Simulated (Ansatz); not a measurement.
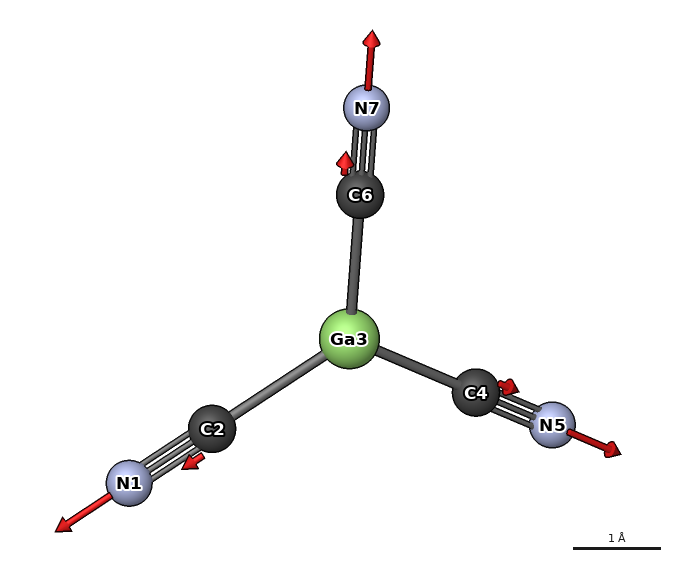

Arrows show the forces on the atoms, 10 Å of arrow for 1 eV/Å; forces under a tenth of the largest aren't drawn. Level of theory: B3LYP-D4/def2-TZVPP (Ansatz 0.2.0).

List the force components in the frame of the picture (x right, y up, z towards the viewer), in eV/Å.

| atom | Fx | Fy | Fz |
| --- | --- | --- | --- |
| N1 | −0.07 | −0.04 | 0.01 |
| C2 | −0.03 | −0.02 | 0.00 |
| Ga3 | 0.00 | 0.00 | 0.00 |
| C4 | 0.02 | −0.01 | −0.02 |
| N5 | 0.06 | −0.03 | −0.04 |
| C6 | 0.00 | 0.03 | 0.02 |
| N7 | 0.01 | 0.07 | 0.04 |
